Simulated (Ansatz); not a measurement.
## Nudged elastic band of SiH5Cl

- system: SiH5Cl
- method: RKS B3LYP/def2-TZVP (Ansatz 0.2.0)

It belongs to a series of runs on one base structure; here: band between the two ends. Figures and captions count atoms from 1; the log counts them from 0 in places.

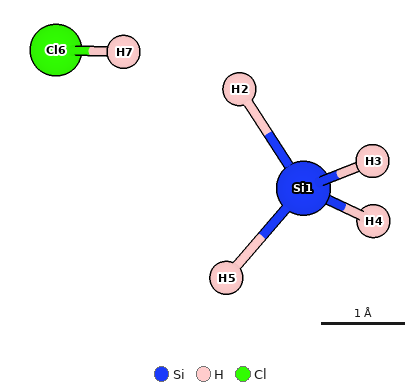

**Figure 1.** The starting structure (ball-and-stick view, seen at a tilt; atoms are numbered from 1 in the order of the input).

## Results in brief

| quantity | value |
| --- | --- |
| outcome | converged |
| barrier, forward | 1.688 eV |
| barrier, backward | 2.371 eV |
| hardware | 2 threads of Arm Neoverse N1, 98 GiB of memory available, shared host |
| wall time | 5.7 min (CPU time 11 min) |
| peak memory | 0.17 GiB |

## Remarks

The order of the saddle point was not checked.

## Input file
```yaml
crystal:
  periodic: [false, false, false]
  atoms:
    - { symbol: Si, position_ang: [0.40819, -1.0e-06, -0.274086] }
    - { symbol: H, position_ang: [-0.10529, -3.0e-06, 1.121051] }
    - { symbol: H, position_ang: [1.887688, 3.0e-06, -0.233344] }
    - { symbol: H, position_ang: [-0.082985, 1.211741, -0.96554] }
    - { symbol: H, position_ang: [-0.082981, -1.211743, -0.965542] }
    - { symbol: Cl, position_ang: [-3.267602, 2.0e-06, 2.29705] }
    - { symbol: H, position_ang: [-2.015721, 2.0e-06, 2.009611] }
basis:
  gaussian: { orbitals: def2-TZVP }
hamiltonian:
  xc: b3lyp
neb:
  order_check: false
  images: 7
  f_tol: 0.03
  max_iterations: 60
  final_atoms:
    - { symbol: Si, position_ang: [-0.27755235, -8.0e-08, -0.94929367] }
    - { symbol: H, position_ang: [-0.4141337, -2.6e-07, 4.02851642] }
    - { symbol: H, position_ang: [0.73537637, 1.71e-06, 0.12478202] }
    - { symbol: H, position_ang: [-0.14879677, 1.21262421, -1.78120972] }
    - { symbol: H, position_ang: [-0.14879438, -1.21262379, -1.78121084] }
    - { symbol: Cl, position_ang: [-2.15425705, 3.87e-06, -0.07843901] }
    - { symbol: H, position_ang: [-0.85054312, -4.67e-06, 3.4260548] }
  initial_path:
    images:
      - { positions_ang: [[0.40819, -1.0e-06, -0.274086], [-0.10529, -3.0e-06, 1.121051], [1.887688, 3.0e-06, -0.233344], [-0.082985, 1.211741, -0.96554], [-0.082981, -1.211743, -0.965542], [-3.267602, 2.0e-06, 2.29705], [-2.015721, 2.0e-06, 2.009611]] }
      - { positions_ang: [[0.31242385, -6.6e-07, -0.19828374], [-0.10022475, -2.28e-06, 1.29973025], [1.77300672, 2.44e-06, -0.26810434], [-0.2201664, 1.20665583, -0.84866201], [-0.22016327, -1.20665717, -0.84866365], [-3.03150905, 1.42e-06, 1.88617811], [-1.7720681, 1.42e-06, 1.96700536]] }
      - { positions_ang: [[0.21665769, -3.3e-07, -0.12248147], [-0.09515951, -1.55e-06, 1.4784095], [1.65832544, 1.87e-06, -0.30286467], [-0.3573478, 1.20157066, -0.73178402], [-0.35734554, -1.20157134, -0.7317853], [-2.79541609, 8.4e-07, 1.47530622], [-1.52841519, 8.4e-07, 1.92439973]] }
      - { positions_ang: [[0.12089154, 1.0e-08, -0.04667921], [-0.09009426, -8.3e-07, 1.65708876], [1.54364416, 1.31e-06, -0.33762501], [-0.4945292, 1.19648549, -0.61490602], [-0.49452781, -1.19648551, -0.61490694], [-2.55932314, 2.6e-07, 1.06443433], [-1.28476229, 2.6e-07, 1.88179409]] }
      - { positions_ang: [[0.02512539, 3.4e-07, 0.02912305], [-0.08502902, -1.0e-07, 1.83576801], [1.42896288, 7.5e-07, -0.37238534], [-0.6317106, 1.19140032, -0.49802803], [-0.63171008, -1.19139968, -0.49802859], [-2.32323018, -3.2e-07, 0.65356245], [-1.04110939, -3.2e-07, 1.83918846]] }
      - { positions_ang: [[-0.05054405, 2.4e-07, -0.21548113], [-0.16730519, -1.4e-07, 2.38395511], [1.25556625, 9.9e-07, -0.2480935], [-0.51098214, 1.1967063, -0.81882345], [-0.51098115, -1.1967057, -0.81882415], [-2.2809869, 7.3e-07, 0.47056208], [-0.99346782, -1.4e-06, 2.23590504]] }
      - { positions_ang: [[-0.12621348, 1.3e-07, -0.46008531], [-0.24958136, -1.8e-07, 2.93214222], [1.08216962, 1.23e-06, -0.12380166], [-0.39025369, 1.20201227, -1.13961888], [-0.39025223, -1.20201173, -1.13961971], [-2.23874361, 1.77e-06, 0.28756172], [-0.94582625, -2.49e-06, 2.63262163]] }
      - { positions_ang: [[-0.20188292, 3.0e-08, -0.70468949], [-0.33185753, -2.2e-07, 3.48032932], [0.908773, 1.47e-06, 0.00049018], [-0.26952523, 1.20731824, -1.4604143], [-0.2695233, -1.20731776, -1.46041528], [-2.19650033, 2.82e-06, 0.10456135], [-0.89818469, -3.58e-06, 3.02933822]] }
      - { positions_ang: [[-0.27755235, -8.0e-08, -0.94929367], [-0.4141337, -2.6e-07, 4.02851642], [0.73537637, 1.71e-06, 0.12478202], [-0.14879677, 1.21262421, -1.78120972], [-0.14879438, -1.21262379, -1.78121084], [-2.15425705, 3.87e-06, -0.07843901], [-0.85054312, -4.67e-06, 3.4260548]] }
```

Command:
```bash
ansatz run input.yaml --threads 2 --pin off --max-ram 3072MiB --backend cpu --events-out ev --progress --plain --runs-dir out
```

## The program's output
```
Engine: ansatz 0.2.0, aarch64-unknown-linux-gnu
Functional definition: B3LYP
  parameter a0 = 0.2
  parameter ax = 0.72
  parameter ac = 0.81
  exchange = (1 - a0 - ax)*slater_x + ax*b88_x + a0*exact_x
  correlation = (1 - ac)*vwn_rpa_c + ac*lyp_c
744 factors; their error is unknown
mean field evaluation 1: about -20482.7331 eV, gradient 1.5e1 eV
mean field evaluation 2: about -20483.1150 eV, gradient 1.1e1 eV
mean field evaluation 4: about -20483.3753 eV, gradient 4.2e-1 eV
mean field evaluation 8: about -20483.4296 eV, gradient 3.0e-3 eV
mean field -20483.42956450 eV, -752.7521523283 hartree, gradient 5.7e-5 eV, S^2 0.000000; 0 other end points of the search recorded, 0 dependent functions left out
the calculation of the forces begins
reference -20483.42983469 eV, -752.7521622576 hartree; 18, 18 occupied and 86, 86 virtual orbitals, 744 factors
744 factors; their error is unknown
mean field evaluation 16: about -20484.0596 eV, gradient 2.1e-1 eV
mean field -20484.11270480 eV, -752.7772572712 hartree, gradient 7.9e-5 eV, S^2 0.000000; 0 other end points of the search recorded, 0 dependent functions left out
[... from here on the field's lines of each further geometry are left out, up to the last ...]
NEB iter   1: max|band force component| = 8.070e0 eV/Å  barrier→ = 2.8173 eV  barrier← = 3.5005 eV  Δτ_max = 0.2000 Å  (208 SCF iters)
NEB iter   2: max|band force component| = 3.524e0 eV/Å  barrier→ = 2.1180 eV  barrier← = 2.8011 eV  Δτ_max = 0.2000 Å  (197 SCF iters)
NEB iter   3: max|band force component| = 1.669e0 eV/Å  barrier→ = 1.4836 eV  barrier← = 2.1668 eV  Δτ_max = 0.2000 Å  (185 SCF iters)
NEB iter   4: max|band force component| = 1.251e0 eV/Å  barrier→ = 1.5215 eV  barrier← = 2.2046 eV  Δτ_max = 0.1995 Å  (191 SCF iters)
NEB iter   5: max|band force component| = 6.588e-1 eV/Å  barrier→ = 1.5803 eV  barrier← = 2.2634 eV  Δτ_max = 0.0712 Å  (182 SCF iters)
NEB iter   6: max|band force component| = 1.226e0 eV/Å  barrier→ = 1.5807 eV  barrier← = 2.2638 eV  CI = image 3  Δτ_max = 0.2000 Å  (177 SCF iters)
NEB iter   7: max|band force component| = 6.161e-1 eV/Å  barrier→ = 1.7796 eV  barrier← = 2.4627 eV  CI = image 3  Δτ_max = 0.1021 Å  (187 SCF iters)
NEB iter   8: max|band force component| = 2.790e-1 eV/Å  barrier→ = 1.7068 eV  barrier← = 2.3899 eV  CI = image 3  Δτ_max = 0.0363 Å  (187 SCF iters)
NEB iter   9: max|band force component| = 2.227e-1 eV/Å  barrier→ = 1.6933 eV  barrier← = 2.3765 eV  CI = image 3  Δτ_max = 0.0498 Å  (182 SCF iters)
NEB iter  10: max|band force component| = 1.397e-1 eV/Å  barrier→ = 1.6885 eV  barrier← = 2.3717 eV  CI = image 3  Δτ_max = 0.0254 Å  (190 SCF iters)
NEB iter  11: max|band force component| = 6.676e-2 eV/Å  barrier→ = 1.6878 eV  barrier← = 2.3710 eV  CI = image 3  Δτ_max = 0.0146 Å  (166 SCF iters)
NEB iter  12: max|band force component| = 3.210e-2 eV/Å  barrier→ = 1.6877 eV  barrier← = 2.3709 eV  CI = image 3  Δτ_max = 0.2000 Å  (146 SCF iters)
NEB iter  13: max|band force component| = 1.241e1 eV/Å  barrier→ = 1.8364 eV  barrier← = 2.5196 eV  CI = image 2  Δτ_max = 0.1001 Å  (156 SCF iters)
NEB iter  14: max|band force component| = 9.939e0 eV/Å  barrier→ = 1.5869 eV  barrier← = 2.2701 eV  CI = image 3  Δτ_max = 0.1668 Å  (186 SCF iters)
NEB iter  15: max|band force component| = 1.773e0 eV/Å  barrier→ = 1.6877 eV  barrier← = 2.3708 eV  CI = image 3  Δτ_max = 0.1888 Å  (186 SCF iters)
NEB iter  16: max|band force component| = 1.201e0 eV/Å  barrier→ = 1.6877 eV  barrier← = 2.3708 eV  CI = image 3  Δτ_max = 0.0733 Å  (141 SCF iters)
NEB iter  17: max|band force component| = 2.599e-1 eV/Å  barrier→ = 1.6877 eV  barrier← = 2.3708 eV  CI = image 3  Δτ_max = 0.0927 Å  (141 SCF iters)
NEB iter  18: max|band force component| = 1.226e-1 eV/Å  barrier→ = 1.6877 eV  barrier← = 2.3708 eV  CI = image 3  Δτ_max = 0.1889 Å  (134 SCF iters)
NEB iter  19: max|band force component| = 1.824e0 eV/Å  barrier→ = 1.6877 eV  barrier← = 2.3708 eV  CI = image 3  Δτ_max = 0.1022 Å  (135 SCF iters)
NEB iter  20: max|band force component| = 3.307e-1 eV/Å  barrier→ = 1.6877 eV  barrier← = 2.3708 eV  CI = image 3  Δτ_max = 0.0699 Å  (128 SCF iters)
NEB iter  21: max|band force component| = 2.088e-1 eV/Å  barrier→ = 1.6877 eV  barrier← = 2.3708 eV  CI = image 3  Δτ_max = 0.0079 Å  (121 SCF iters)
NEB iter  22: max|band force component| = 1.102e-1 eV/Å  barrier→ = 1.6877 eV  barrier← = 2.3708 eV  CI = image 3  Δτ_max = 0.0044 Å  (104 SCF iters)
NEB iter  23: max|band force component| = 3.065e-2 eV/Å  barrier→ = 1.6877 eV  barrier← = 2.3708 eV  CI = image 3  Δτ_max = 0.0010 Å  (97 SCF iters)
the calculation of the forces begins
reference -20484.10926735 eV, -752.7771309472 hartree; 18, 18 occupied and 86, 86 virtual orbitals, 744 factors
744 factors; their error is unknown
mean field evaluation 1152: about -20481.7419 eV, gradient 2.6e-5 eV
mean field -20481.74188524 eV, -752.6901312591 hartree, gradient 2.6e-5 eV, S^2 0.000000; 1 other end points of the search recorded, 0 dependent functions left out
the calculation of the forces begins
reference -20481.74212383 eV, -752.6901400272 hartree; 18, 18 occupied and 86, 86 virtual orbitals, 744 factors
NEB iter  24: max|band force component| = 1.196e-2 eV/Å  barrier→ = 1.6877 eV  barrier← = 2.3708 eV  CI = image 3  Δτ_max = 0.0000 Å  (263 SCF iters)
```

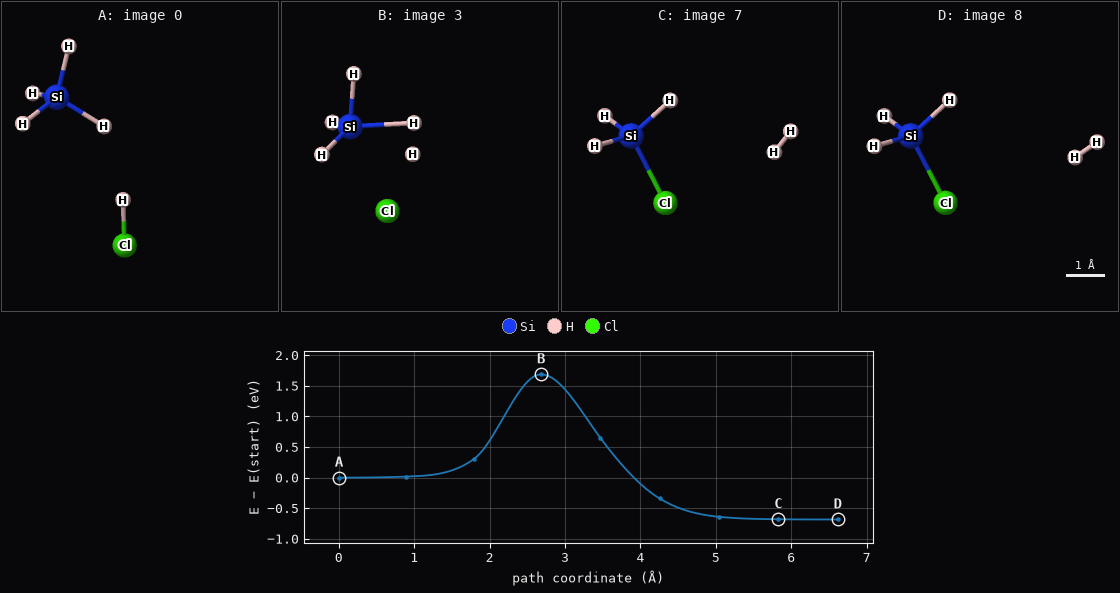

**Figure 2.** Images of the last band (counted from 0; ball-and-stick, seen at a tilt) above the energy along the path; the line is a cubic interpolation that uses the forces. The highest image is number 3, 1.688 eV above the start and 2.371 eV above the end (the climbing image); the end lies 0.683 eV below the start. The path is 6.61 Å long. The band converged in 24 iterations.

```
Total energy: -20481.74212383 eV, -752.6901400272 hartree
Atom 0 at    -0.170743     0.000000    -0.041200 Å, force    -0.000041    -0.000000    -0.000016 eV/Å
Atom 1 at     0.023911    -0.000001     1.662736 Å, force     0.000007     0.000000     0.000005 eV/Å
Atom 2 at     1.319230     0.000001     0.035535 Å, force     0.000026    -0.000000    -0.000000 eV/Å
Atom 3 at    -0.537876     1.283512    -0.648863 Å, force     0.000005    -0.000010     0.000006 eV/Å
Atom 4 at    -0.537875    -1.283511    -0.648863 Å, force     0.000005     0.000010     0.000006 eV/Å
Atom 5 at    -2.494506     0.000001     0.988594 Å, force     0.000007    -0.000000    -0.000002 eV/Å
Atom 6 at    -0.860843    -0.000001     1.641260 Å, force    -0.000009     0.000000     0.000001 eV/Å
Dipole moment:     0.646434    -0.000000    -0.088345 e Å
this run last wrote the band of iteration 24 to [file]
```

## The last band as extended XYZ (Å, eV, eV/Å)
```
7
Properties=species:S:1:pos:R:3:forces:R:3 image=0 energy=-20483.42956
Si    0.4082    0.0000   -0.2741    0.0029   0.0000   0.0226
H    -0.1053    0.0000    1.1211    0.0110   0.0000  -0.0292
H     1.8877    0.0000   -0.2333   -0.0215   0.0000  -0.0018
H    -0.0830    1.2117   -0.9655    0.0063  -0.0032   0.0028
H    -0.0830   -1.2117   -0.9655    0.0063   0.0032   0.0028
Cl   -3.2676    0.0000    2.2971   -0.0109   0.0000   0.0089
H    -2.0157    0.0000    2.0096    0.0060   0.0000  -0.0060
7
Properties=species:S:1:pos:R:3:forces:R:3 image=1 energy=-20483.41194
Si    0.3370    0.0000   -0.1437    0.0120   0.0000  -0.0060
H     0.1569    0.0000    1.3316    0.0032   0.0000  -0.0077
H     1.7859    0.0000   -0.4378    0.0129   0.0000  -0.0089
H    -0.3000    1.2124   -0.7006    0.0124  -0.0006  -0.0077
H    -0.3000   -1.2124   -0.7006    0.0124   0.0006  -0.0077
Cl   -3.1076    0.0000    1.7457   -0.0281   0.0000   0.0254
H    -1.8310    0.0000    1.8947   -0.0248   0.0000   0.0127
7
Properties=species:S:1:pos:R:3:forces:R:3 image=2 energy=-20483.12939
Si    0.1471    0.0000   -0.0354    0.3492   0.0000  -0.0014
H     0.0858    0.0000    1.4648    0.0460   0.0000  -0.1947
H     1.5942    0.0000   -0.2640    0.2927   0.0000  -0.2943
H    -0.4825    1.2225   -0.5821    0.0784  -0.0716   0.0727
H    -0.4824   -1.2225   -0.5821    0.0784   0.0716   0.0726
Cl   -2.6907    0.0000    1.3134   -0.2130   0.0000   0.3187
H    -1.4302    0.0000    1.6746   -0.6317   0.0000   0.0263
7
Properties=species:S:1:pos:R:3:forces:R:3 image=3 energy=-20481.74188
Si   -0.1707    0.0000   -0.0412    0.0000   0.0000   0.0000
H     0.0239    0.0000    1.6627    0.0000   0.0000   0.0000
H     1.3192    0.0000    0.0355    0.0000   0.0000   0.0000
H    -0.5379    1.2835   -0.6489    0.0000   0.0000   0.0000
H    -0.5379   -1.2835   -0.6489    0.0000   0.0000   0.0000
Cl   -2.4945    0.0000    0.9886    0.0000   0.0000   0.0000
H    -0.8608    0.0000    1.6413    0.0000   0.0000   0.0000
7
Properties=species:S:1:pos:R:3:forces:R:3 image=4 energy=-20482.77810
Si   -0.3769    0.0000   -0.1974   -0.4729   0.0000  -0.3556
H     0.0857    0.0000    1.9831    0.2022   0.0000   0.6693
H     1.0679    0.0000    0.2297   -0.5657   0.0000   0.3232
H    -0.5089    1.2917   -0.8727    0.0038   0.0178  -0.4827
H    -0.5089   -1.2917   -0.8727    0.0038  -0.0178  -0.4827
Cl   -2.3531    0.0000    0.7258    0.3364   0.0000  -0.4586
H    -0.6645    0.0000    1.9935    0.4925   0.0000   0.7871
7
Properties=species:S:1:pos:R:3:forces:R:3 image=5 energy=-20483.76958
Si   -0.3928    0.0000   -0.3974   -0.0658   0.0000  -0.2057
H     0.0328    0.0000    2.3864    0.0757   0.0000   0.3568
H     0.8119    0.0000    0.4625   -0.2623   0.0000   0.1040
H    -0.3675    1.2526   -1.1653    0.0336  -0.0384  -0.2883
H    -0.3675   -1.2526   -1.1653    0.0336   0.0384  -0.2883
Cl   -2.2671    0.0000    0.5082    0.1023   0.0000  -0.0601
H    -0.7084    0.0000    2.3603    0.0829   0.0000   0.3817
7
Properties=species:S:1:pos:R:3:forces:R:3 image=6 energy=-20484.06881
Si   -0.3658    0.0000   -0.5851   -0.0037   0.0000  -0.0313
H    -0.0471    0.0000    2.9095    0.0065   0.0000   0.0802
H     0.6548    0.0000    0.4798   -0.0247   0.0000  -0.0097
H    -0.2395    1.2176   -1.4080    0.0051  -0.0057  -0.0406
H    -0.2395   -1.2176   -1.4080    0.0051   0.0057  -0.0406
Cl   -2.2519    0.0000    0.2665    0.0027   0.0000  -0.0213
H    -0.7697    0.0000    2.7345    0.0090   0.0000   0.0634
7
Properties=species:S:1:pos:R:3:forces:R:3 image=7 energy=-20484.10900
Si   -0.3225    0.0000   -0.7653    0.0001   0.0000  -0.0032
H    -0.2251    0.0000    3.5055   -0.0014   0.0000   0.0099
H     0.6672    0.0000    0.3292    0.0003   0.0000  -0.0033
H    -0.1762    1.2127   -1.5938   -0.0001  -0.0001  -0.0034
H    -0.1762   -1.2127   -1.5938   -0.0001   0.0001  -0.0034
Cl   -2.2176    0.0000    0.0641    0.0005   0.0000  -0.0023
H    -0.8083    0.0000    3.0434    0.0009   0.0000   0.0055
7
Properties=species:S:1:pos:R:3:forces:R:3 image=8 energy=-20484.11270
Si   -0.2776    0.0000   -0.9493   -0.0084   0.0000   0.0092
H    -0.4141    0.0000    4.0285    0.0021   0.0000   0.0041
H     0.7354    0.0000    0.1248   -0.0039   0.0000  -0.0097
H    -0.1488    1.2126   -1.7812    0.0016  -0.0028   0.0012
H    -0.1488   -1.2126   -1.7812    0.0016   0.0028   0.0012
Cl   -2.1543    0.0000   -0.0784    0.0111   0.0000  -0.0019
H    -0.8505    0.0000    3.4261   -0.0040   0.0000  -0.0041
```
